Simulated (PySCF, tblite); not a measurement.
# C₄H₁₀O₂SSi₃: geometry, infrared bands and NMR shifts

Aim: predict the infrared bands and NMR shifts of C₄H₁₀O₂SSi₃ (`Oc1ccsc1[SiH2][SiH2]O[SiH3]`).

Computed with tblite 0.8.0 and PySCF 2.14.0, with density-fitted response routines of our own, on a single molecule in the gas phase. Atoms are numbered from 0 throughout.

### 1 The starting structure

20 atoms, charge 0, multiplicity 1; geometry from: force field or distance geometry start.

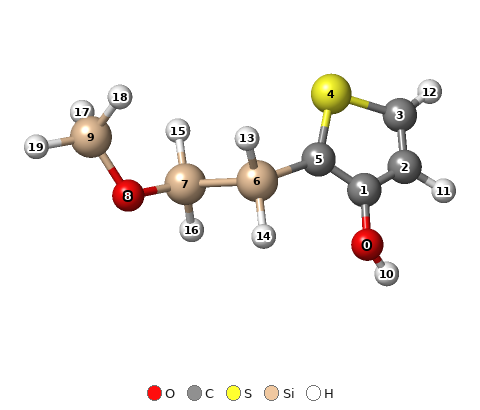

As it starts; oxygen red, carbon grey, sulfur yellow, silicon light orange, hydrogen white, atoms numbered.

### 2 Optimising the geometry with GFN2-xTB

What the job is given:

```
{"job": {"kind": "relax", "xc": "GFN2-xTB", "basis": "xTB"}, "charge": 0, "multiplicity": 1}
O     -2.778600     1.630600    -0.289800
C     -2.565500     0.225100    -0.276600
C     -3.506100    -0.651900    -0.620800
C     -3.258700    -1.971000    -0.596900
S     -1.500400    -2.040100     0.012800
C     -1.351400    -0.253300     0.123800
Si     0.113600     0.733100     0.655400
Si     1.745200     0.462400    -0.819200
O      3.144200     1.215200    -0.172000
Si     4.241100     0.073500     0.460100
H     -3.372800     2.038400    -0.992700
H     -4.534700    -0.298600    -0.953000
H     -3.935800    -2.782200    -0.837600
H      0.558800     0.183500     1.947100
H     -0.177200     2.178800     0.725600
H      2.051500    -0.970100    -0.992000
H      1.389500     1.111500    -2.099300
H      4.445400    -0.959300    -0.582600
H      3.725200    -0.566900     1.690400
H      5.561600     0.651800     0.794600
```

Command:

```
$ OMP_NUM_THREADS=1 python probes_run.py task.json out
```

One launch serves the whole session: the jobs run in the order shown.

The program printed:

```text
step      E/eV     max force
  0    -823.28143    5.626
  1    -823.83610    2.154
  2    -824.03049    1.216
  3    -824.23390    1.226
  4    -824.31478    0.899
  5    -824.45206    0.639
  6    -824.49782    0.585
  7    -824.55157    0.436
  8    -824.58651    0.433
  9    -824.63341    0.511
 10    -824.67897    0.542
 11    -824.72708    0.548
 12    -824.76014    0.386
 13    -824.77938    0.252
 14    -824.78996    0.239
 15    -824.80132    0.288
 16    -824.81445    0.286
 17    -824.82935    0.322
 18    -824.84411    0.273
 19    -824.85720    0.251
 20    -824.86860    0.275
 21    -824.88045    0.251
 22    -824.89383    0.280
 23    -824.90443    0.229
 24    -824.91135    0.195
 25    -824.91597    0.156
 26    -824.92015    0.187
 27    -824.92474    0.204
 28    -824.92802    0.154
 29    -824.92982    0.105
 30    -824.93104    0.089
 31    -824.93216    0.106
 32    -824.93330    0.124
 33    -824.93438    0.118
 34    -824.93530    0.094
 35    -824.93611    0.075
 36    -824.93681    0.068
 37    -824.93726    0.055
 38    -824.93752    0.037
 39    -824.93774    0.037
 40    -824.93807    0.049
 41    -824.93852    0.064
 42    -824.93898    0.059
 43    -824.93930    0.035
 44    -824.93953    0.031
 45    -824.93978    0.042
 46    -824.94014    0.054
 47    -824.94058    0.054
 48    -824.94096    0.045
 49    -824.94121    0.043
 50    -824.94138    0.032
 51    -824.94152    0.031
 52    -824.94163    0.025
 53    -824.94174    0.025
 54    -824.94184    0.032
 55    -824.94199    0.040
 56    -824.94219    0.044
 57    -824.94244    0.040
 58    -824.94270    0.038
 59    -824.94293    0.038
 60    -824.94314    0.026
 61    -824.94336    0.032
 62    -824.94363    0.041
 63    -824.94392    0.057
 64    -824.94422    0.068
 65    -824.94453    0.064
 66    -824.94486    0.044
 67    -824.94514    0.049
 68    -824.94536    0.043
 69    -824.94552    0.029
 70    -824.94570    0.036
 71    -824.94597    0.050
 72    -824.94633    0.062
 73    -824.94660    0.048
 74    -824.94679    0.028
 75    -824.94697    0.032
 76    -824.94721    0.038
 77    -824.94748    0.044
 78    -824.94773    0.034
 79    -824.94796    0.035
 80    -824.94823    0.038
 81    -824.94853    0.038
 82    -824.94880    0.034
 83    -824.94899    0.029
 84    -824.94918    0.036
 85    -824.94949    0.040
 86    -824.94990    0.046
 87    -824.95028    0.038
 88    -824.95052    0.031
 89    -824.95068    0.029
 90    -824.95090    0.044
 91    -824.95129    0.067
 92    -824.95182    0.073
 93    -824.95235    0.048
 94    -824.95269    0.034
 95    -824.95288    0.037
 96    -824.95307    0.041
 97    -824.95329    0.056
 98    -824.95356    0.039
 99    -824.95384    0.020
100    -824.95398    0.023
101    -824.95411    0.026
102    -824.95432    0.030
103    -824.95455    0.027
104    -824.95479    0.026
105    -824.95498    0.030
106    -824.95518    0.039
107    -824.95543    0.052
108    -824.95584    0.057
109    -824.95640    0.052
110    -824.95705    0.042
111    -824.95762    0.042
112    -824.95798    0.095
113    -824.95827    0.056
114    -824.95894    0.056
115    -824.95973    0.050
116    -824.96270    0.087
117    -824.96370    0.112
118    -824.96458    0.108
119    -824.96524    0.089
120    -824.96569    0.054
121    -824.96644    0.099
122    -824.96737    0.093
123    -824.96863    0.113
124    -824.96963    0.116
125    -824.97060    0.087
126    -824.97176    0.132
127    -824.97295    0.105
128    -824.97345    0.131
129    -824.97533    0.079
130    -824.97680    0.077
131    -824.97838    0.126
132    -824.97986    0.098
133    -824.98183    0.124
134    -824.98482    0.230
135    -824.98679    0.245
136    -824.98957    0.151
137    -824.99126    0.148
138    -824.99279    0.107
139    -824.99493    0.095
140    -824.99625    0.072
141    -824.99708    0.098
142    -824.99826    0.096
143    -824.99896    0.093
144    -824.99968    0.087
145    -825.00059    0.080
146    -825.00104    0.088
147    -825.00147    0.057
148    -825.00209    0.036
149    -825.00235    0.038
150    -825.00267    0.053
151    -825.00295    0.040
152    -825.00339    0.046
153    -825.00400    0.059
154    -825.00456    0.059
155    -825.00490    0.043
156    -825.00514    0.041
157    -825.00539    0.031
158    -825.00574    0.052
159    -825.00607    0.060
160    -825.00650    0.069
161    -825.00705    0.058
162    -825.00776    0.071
163    -825.00857    0.076
164    -825.00926    0.080
165    -825.01015    0.066
166    -825.01098    0.063
167    -825.01178    0.067
168    -825.01290    0.083
169    -825.01431    0.087
170    -825.01597    0.092
171    -825.01747    0.107
172    -825.01794    0.136
173    -825.01974    0.140
174    -825.02111    0.104
175    -825.02335    0.086
176    -825.02595    0.126
177    -825.02779    0.140
178    -825.02877    0.125
179    -825.03105    0.067
180    -825.03235    0.084
181    -825.03413    0.070
182    -825.03482    0.069
183    -825.03549    0.060
184    -825.03623    0.077
185    -825.03710    0.065
186    -825.03816    0.064
187    -825.03919    0.069
188    -825.04014    0.096
189    -825.04104    0.087
190    -825.04207    0.080
191    -825.04305    0.078
192    -825.04411    0.096
193    -825.04522    0.086
194    -825.04609    0.111
195    -825.04688    0.083
196    -825.04772    0.038
197    -825.04820    0.039
198    -825.04845    0.040
199    -825.04877    0.042
200    -825.04914    0.039
201    -825.04950    0.040
202    -825.04977    0.053
203    -825.04995    0.055
204    -825.05009    0.045
205    -825.05020    0.028
206    -825.05030    0.019
207    -825.05039    0.024
208    -825.05046    0.017
209    -825.05049    0.011
210    -825.05052    0.014
211    -825.05055    0.019
212    -825.05058    0.019
213    -825.05061    0.015
214    -825.05065    0.014
215    -825.05067    0.011
216    -825.05069    0.009
```

Run time: 5 s. Hardware: 1 thread of Arm Neoverse N1, shared host; peak memory 0.18 GiB.

Along the way: (not every step is listed)

| step | energy from step 0 (eV) | largest force (eV/Å) |
| --- | --- | --- |
| 0 | 0.0000 | 5.6262 |
| 1 | -0.5547 | 2.1536 |
| 2 | -0.7491 | 1.2165 |
| 3 | -0.9525 | 1.2264 |
| 4 | -1.0334 | 0.8987 |
| 5 | -1.1706 | 0.6388 |
| 6 | -1.2164 | 0.5849 |
| 7 | -1.2701 | 0.4362 |
| 8 | -1.3051 | 0.4326 |
| 28 | -1.6466 | 0.1544 |
| 48 | -1.6595 | 0.0451 |
| 68 | -1.6639 | 0.0425 |
| 88 | -1.6691 | 0.0306 |
| 108 | -1.6744 | 0.0573 |
| 128 | -1.6920 | 0.1309 |
| 148 | -1.7207 | 0.0361 |
| 168 | -1.7315 | 0.0833 |
| 188 | -1.7587 | 0.0957 |
| 208 | -1.7690 | 0.0175 |
| 211 | -1.7691 | 0.0187 |
| 212 | -1.7691 | 0.0194 |
| 213 | -1.7692 | 0.0154 |
| 214 | -1.7692 | 0.0137 |
| 215 | -1.7692 | 0.0108 |
| 216 | -1.7693 | 0.0090 |

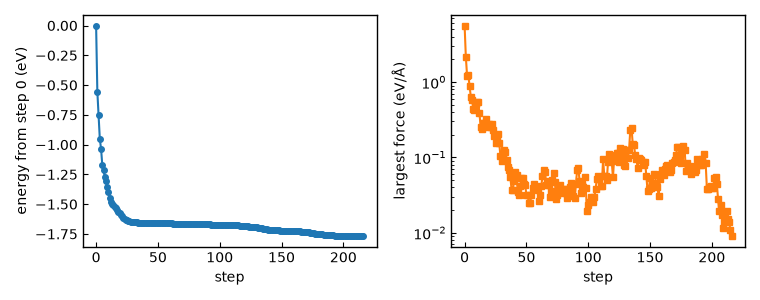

Energy and largest force along the relaxation.

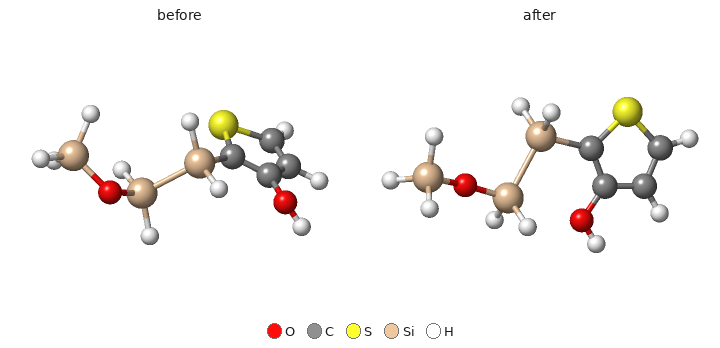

Before and after, at one scale.

Distances of close pairs at the start and the end, largest changes first:

| bond | before (Å) | after (Å) | change (Å) |
| --- | --- | --- | --- |
| C3–S4 | 1.862 | 1.716 | -0.146 |
| O8–Si9 | 1.705 | 1.609 | -0.095 |
| Si6–Si7 | 2.216 | 2.301 | +0.085 |
| C1–C2 | 1.331 | 1.416 | +0.085 |
| Si7–O8 | 1.715 | 1.633 | -0.083 |
| S4–C5 | 1.796 | 1.730 | -0.066 |
| C2–H11 | 1.137 | 1.077 | -0.060 |
| O0–C1 | 1.422 | 1.368 | -0.054 |

The final coordinates are the input of the step that follows.

### 3 Infrared spectrum with GFN2-xTB

What the job is given:

```
{"job": {"kind": "ir", "xc": "GFN2-xTB", "basis": "xTB"}, "charge": 0, "multiplicity": 1}
O     -1.325765     0.560045    -1.633703
C     -2.116388    -0.112601    -0.743178
C     -3.520309    -0.254895    -0.865099
C     -4.045938    -0.972529     0.161569
S     -2.841016    -1.474621     1.275413
C     -1.582529    -0.713802     0.363418
Si     0.226589    -0.731909     0.860513
Si     1.357237     0.513763    -0.709615
O      2.911104     0.466598    -0.210823
Si     4.373585     0.783601     0.381751
H     -1.873134     0.917989    -2.340921
H     -4.098246     0.158739    -1.674447
H     -5.071149    -1.234515     0.330531
H      0.596171    -2.157717     0.967417
H      0.257245    -0.241973     2.253651
H      1.432417    -0.023161    -2.072586
H      1.024983     1.941963    -0.787220
H      5.305027    -0.032429    -0.393018
H      4.344901     0.406039     1.795023
H      4.640066     2.212094     0.218894
```

The program printed:

```text
mode    cm-1     km/mol
  1     -25.2      0.58
  2     -22.4      1.05
  3      15.4      0.37
  4      34.9      0.69
  5      73.8      1.40
  6      96.4      0.65
  7     123.0      7.15
  8     134.8      2.74
  9     159.2      7.84
 10     260.9     12.28
 11     291.1     85.28
 12     330.6      3.63
 13     344.8     54.01
 14     408.8      8.59
 15     451.1     18.65
 16     457.5      0.37
 17     478.5      7.15
 18     553.7     11.81
 19     577.2      7.29
 20     584.7     17.91
 21     597.1     15.81
 22     598.5     58.12
 23     608.0     53.23
 24     662.7    883.08
 25     665.9     47.86
 26     670.5     28.06
 27     742.6     16.22
 28     758.8    159.76
 29     774.7    188.98
 30     785.1    244.39
 31     791.6    452.89
 32     811.4      4.66
 33     819.9     77.43
 34     832.1    259.75
 35     838.1      7.46
 36     957.6     77.45
 37    1030.7     45.31
 38    1089.9     19.79
 39    1105.4    814.29
 40    1145.7     19.20
 41    1209.3    108.65
 42    1398.7    145.31
 43    1451.2     10.05
 44    1570.3     81.00
 45    2127.4    207.86
 46    2150.4     94.32
 47    2171.8    484.61
 48    2200.9    172.07
 49    2243.4    409.37
 50    2256.0    416.39
 51    2277.1    152.65
 52    3105.9     31.89
 53    3164.9      5.84
 54    3538.1     33.48
```

It took 2.4 s on 1 thread of Arm Neoverse N1, shared host; peak memory 0.18 GiB.

The strongest bands and the atoms that carry them (share of the mass-weighted mode):

| cm⁻¹ | km/mol | atoms |
| --- | --- | --- |
| 663 | 883.1 | H13 33 %, H14 32 %, H15 11 %, Si6 11 % |
| 785 | 244.4 | H18 39 %, H19 37 % |
| 792 | 452.9 | H16 28 %, H15 27 %, H19 17 %, H17 11 % |
| 832 | 259.8 | H18 16 %, H17 15 %, H19 15 %, H14 14 % |
| 1105 | 814.3 | O8 79 %, Si9 11 % |
| 2172 | 484.6 | H16 68 %, H15 22 % |
| 2243 | 409.4 | H18 71 %, H19 24 % |
| 2256 | 416.4 | H19 52 %, H17 28 %, H18 15 % |

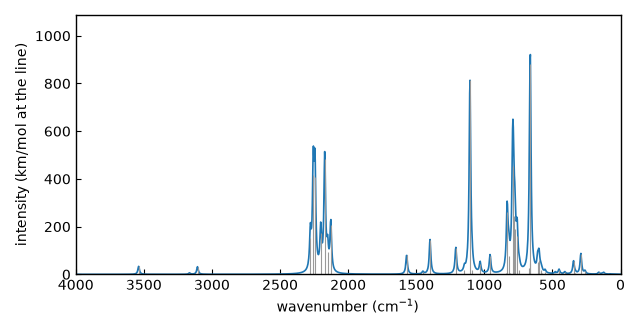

The infrared spectrum from these modes, unscaled. Lines are broadened to a width of 14 cm⁻¹ (Lorentzian).

### 4 NMR shieldings: PBE0/pcSseg-1

Settings changed since step 3:

```diff
@@ -1,2 +1,2 @@
-{"job": {"kind": "ir", "xc": "GFN2-xTB", "basis": "xTB"}, "charge": 0, "multiplicity": 1}
+{"job": {"kind": "nmr", "xc": "PBE0", "basis": "pcSseg-1"}, "charge": 0, "multiplicity": 1}
 O     -1.325765     0.560045    -1.633703
```

With the program's defaults for keys left out, this is: GIAO PBE0/pcSseg-1 NMR shielding, non-relativistic, gas phase.

The program printed:

```text
coarse grid: 19216 points
cycle   1  E = -1574.4367983430  dE =  1.558e+00  |g| = 9.377e-01  |ddm| = 4.456e+00
cycle   2  E = -1574.1962215559  dE =  2.406e-01  |g| = 1.463e+00  |ddm| = 2.010e+00
cycle   3  E = -1574.5910481341  dE = -3.948e-01  |g| = 1.416e-01  |ddm| = 1.461e+00
cycle   4  E = -1574.5944603724  dE = -3.412e-03  |g| = 6.177e-02  |ddm| = 1.736e-01
cycle   5  E = -1574.5951897458  dE = -7.294e-04  |g| = 1.545e-02  |ddm| = 5.660e-02
cycle   6  E = -1574.5952352527  dE = -4.551e-05  |g| = 5.154e-03  |ddm| = 1.613e-02
cycle   7  E = -1574.5952413554  dE = -6.103e-06  |g| = 1.901e-03  |ddm| = 6.992e-03
final grid: 168496 points
cycle   8  E = -1574.6743280989  dE = -1.251e-05  |g| = 1.278e-02  |ddm| = 2.991e-02
cycle   9  E = -1574.6742647644  dE =  6.333e-05  |g| = 2.060e-02  |ddm| = 3.087e-02
cycle  10  E = -1574.6743631363  dE = -9.837e-05  |g| = 1.566e-03  |ddm| = 2.129e-02
cycle  11  E = -1574.6743637457  dE = -6.094e-07  |g| = 5.209e-04  |ddm| = 2.057e-03
cycle  12  E = -1574.6743638083  dE = -6.259e-08  |g| = 9.913e-05  |ddm| = 5.353e-04
cycle  13  E = -1574.6743638099  dE = -1.618e-09  |g| = 5.216e-05  |ddm| = 1.271e-04
cycle  14  E = -1574.6743638106  dE = -6.694e-10  |g| = 1.180e-05  |ddm| = 5.467e-05
converged SCF energy = -1574.6743638106

GIAO shielding tensors (ppm)
atom      isotropic    diamagn.    paramagn.     s11        s22        s33       span
  0 O      222.924     394.792    -171.868    160.017    246.473    262.283    102.265
  1 C       21.045     244.438    -223.393    -56.070     33.253     85.951    142.021
  2 C       66.444     256.244    -189.799     -4.451     62.117    141.666    146.117
  3 C       44.377     266.711    -222.333    -50.619     34.742    149.009    199.628
  4 S      274.498    1056.846    -782.348    118.677    327.317    377.500    258.823
  5 C       74.157     261.075    -186.918     10.397     58.618    153.454    143.057
  6 Si     446.235     882.375    -436.140    414.767    445.923    478.014     63.247
  7 Si     385.699     879.083    -493.384    332.718    366.909    457.469    124.751
  8 O      332.443     398.684     -66.241    237.174    375.441    384.715    147.541
  9 Si     395.328     880.030    -484.701    357.157    360.976    467.852    110.695
 10 H       27.322      32.072      -4.750     17.781     26.433     37.751     19.970
 11 H       25.261      30.000      -4.739     21.971     26.244     27.567      5.596
 12 H       24.330      29.750      -5.420     21.833     23.814     27.344      5.510
 13 H       26.988      29.895      -2.907     22.640     26.163     32.160      9.520
 14 H       26.985      30.265      -3.280     22.527     26.365     32.063      9.536
 15 H       25.938      30.249      -4.311     21.065     27.067     29.680      8.615
 16 H       25.938      30.863      -4.926     21.263     27.124     29.426      8.162
 17 H       26.634      27.755      -1.121     23.075     24.877     31.950      8.876
 18 H       26.639      29.176      -2.537     22.756     25.609     31.553      8.797
 19 H       26.614      28.196      -1.582     23.221     24.953     31.670      8.449
```

It took 1.9 min on 1 thread of Arm Neoverse N1, shared host; peak memory 1.1 GiB.

The references, computed at this level on geometries of the same kind, shield at (ppm): ¹H TMS 31.72, ¹³C TMS 186.9, ²⁹Si TMS 349.2, ¹⁷O H2O 336.1, ³³S CS2 504. Their shielding less the atom's gives the shift. The references are single molecules in the gas phase, so shifts against H2O, NH3, PH3, H3PO4 or CFCl3 are not on the usual liquid scales and can be off by tens of ppm. Atoms listed in one row are averaged.

| atoms | environment | σ (ppm) | δ (ppm) | δ scaled to CDCl3 |
| --- | --- | --- | --- | --- |
| C1 | aromatic carbon bearing oxygen | 21.0 | 165.9 | 160.0 |
| C3 | aromatic CH next to the ring sulfur | 44.4 | 142.5 | 132.8 |
| C2 | aromatic CH | 66.4 | 120.5 | 115.7 |
| C5 | substituted aromatic carbon next to the ring sulfur | 74.2 | 112.8 | 103.7 |
| H12 | hydrogen on an aromatic CH next to the ring sulfur | 24.33 | 7.39 | 7.07 |
| H11 | hydrogen on an aromatic CH | 25.26 | 6.46 | 6.19 |
| H15, H16 | hydrogen on a silicon bonded to O, Si | 25.94 | 5.78 | – |
| H17, H18, H19 | hydrogen on a silicon bonded to O | 26.63 | 5.09 | – |
| H13, H14 | hydrogen on a silicon bonded to C, Si | 26.99 | 4.73 | – |
| H10 | hydrogen on a phenol-type oxygen | 27.32 | 4.40 | – |
| O0 | phenol-type oxygen | 222.9 | 113.2 | – |
| O8 | oxygen bonded to 2 Si | 332.4 | 3.6 | – |
| S4 | aromatic ring sulfur | 274 | 229 | – |
| Si7 | silicon bonded to O, Si, 2 H | 385.7 | -36.5 | – |
| Si9 | silicon bonded to O, 3 H | 395.3 | -46.2 | – |
| Si6 | silicon bonded to C, Si, 2 H | 446.2 | -97.1 | – |

The scaled column applies a straight-line fit of computed shieldings to shifts measured in CDCl3, with any fitted terms for Cl, Br or S neighbours (root-mean-square error 0.16 ppm for H, 1.9 ppm for C).

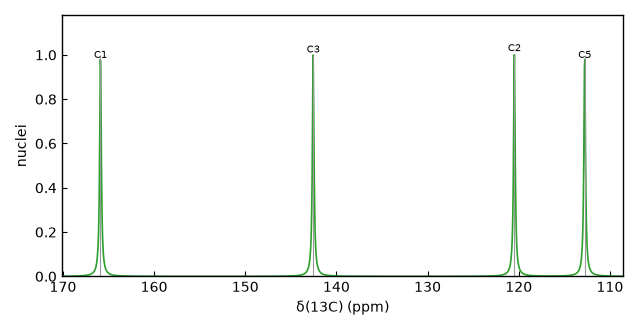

¹³C lines at the computed shifts, without couplings. Lines are broadened to a width of 0.21 ppm (Lorentzian).

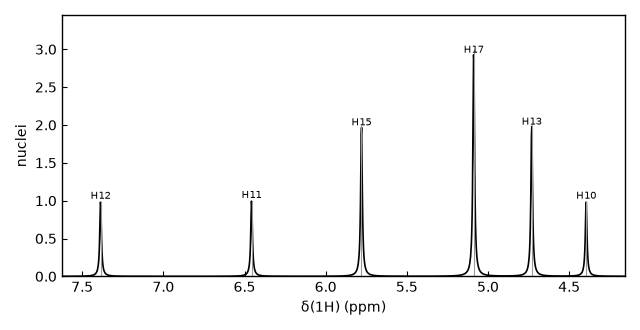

¹H lines at the computed shifts, without couplings. Lines are broadened to a width of 0.01 ppm (Lorentzian).

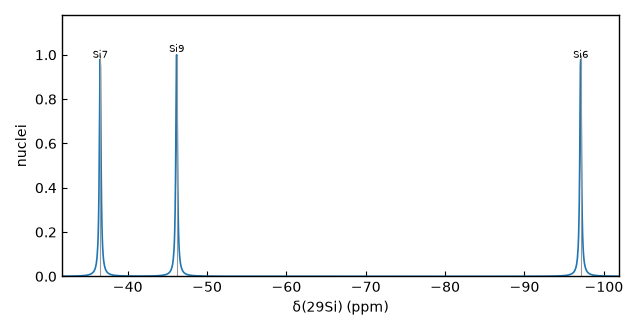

²⁹Si lines at the computed shifts, without couplings. Lines are broadened to a width of 0.24 ppm (Lorentzian).

Charges from the same density, by scheme (e):

| atoms | Mulliken | IAO | Hirshfeld | ESP fit |
| --- | --- | --- | --- | --- |
| O0 | -0.42 | -0.47 | -0.15 | -0.56 |
| C1 | 0.21 | 0.18 | 0.05 | 0.39 |
| C2 | -0.06 | -0.23 | -0.10 | -0.38 |
| C3 | -0.26 | -0.30 | -0.08 | -0.24 |
| S4 | 0.29 | 0.36 | 0.11 | 0.06 |
| C5 | -0.61 | -0.49 | -0.16 | -0.30 |
| Si6 | 0.44 | 0.43 | 0.22 | 0.25 |
| Si7 | 0.62 | 0.75 | 0.30 | 0.37 |
| O8 | -0.72 | -0.90 | -0.31 | -0.40 |
| Si9 | 0.74 | 0.89 | 0.39 | 0.60 |

Mulliken charges:

O0 -0.42; C1 0.21; C2 -0.06; C3 -0.26; S4 0.29; C5 -0.61; Si6 0.44; Si7 0.62; O8 -0.72; Si9 0.74; H10 0.25; H11 0.10; H12 0.13; H13 -0.05; H14 -0.06; H15 -0.10; H16 -0.10; H17 -0.13; H18 -0.13; H19 -0.13

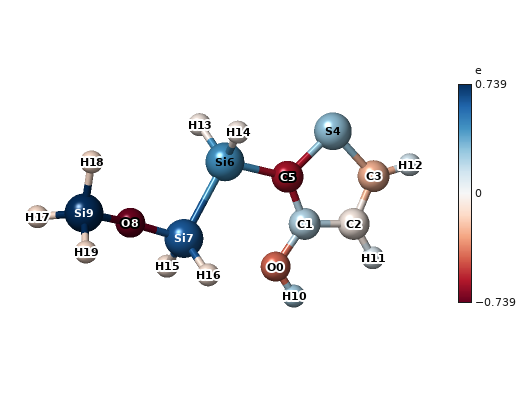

Mulliken charges, as colours on the atoms.

Mayer bond orders: O0–C1 1.02, C1–C2 1.25, C2–C3 1.57, C3–S4 1.21, S4–C5 1.13, C5–Si6 0.80, Si6–Si7 0.92, Si7–O8 0.87, O8–Si9 0.96, C5–C1 1.54.

Ring of atoms C1, C2, C3, S4, C5: NICS(0) -12.7, NICS(1) -10.6, NICS(1)zz -23.7 ppm (means of both faces).

### 5 Summary of results

| quantity | value |
| --- | --- |
| strongest single infrared mode (GFN2-xTB) | 663 cm⁻¹, 883 km/mol |
| zero-point energy (GFN2-xTB) | 75.1 kcal/mol |
| ¹³C shifts against TMS (PBE0/pcSseg-1) | 165.9, 142.5, 120.5, 112.8 ppm |
| ¹H shifts against TMS (PBE0/pcSseg-1, means over atoms taken as alike) | 7.39, 6.46, 5.78, 5.09, 4.73, 4.40 ppm |
| ¹⁷O shifts against H2O (PBE0/pcSseg-1) | 113.2, 3.6 ppm |
| ³³S shifts against CS2 (PBE0/pcSseg-1) | 229 ppm |
| ²⁹Si shifts against TMS (PBE0/pcSseg-1) | -36.5, -46.2, -97.1 ppm |

Relaxing lowered the energy by 1.769 eV in 216 steps; the close pair that moved most is C3–S4, from 1.862 to 1.716 Å. The lowest mode is imaginary (25i cm⁻¹), so the xTB geometry is not a minimum. Unscaled tight-binding wavenumbers are off by several per cent, some by more. Its intensities can rank the bands wrongly. At PBE0/pcSseg-1: The largest span, 259 ppm, is at S4, where the paramagnetic term is -782 ppm. NICS(1)zz of -24 ppm above the planar ring from C1 marks a diatropic (aromatic) ring current.
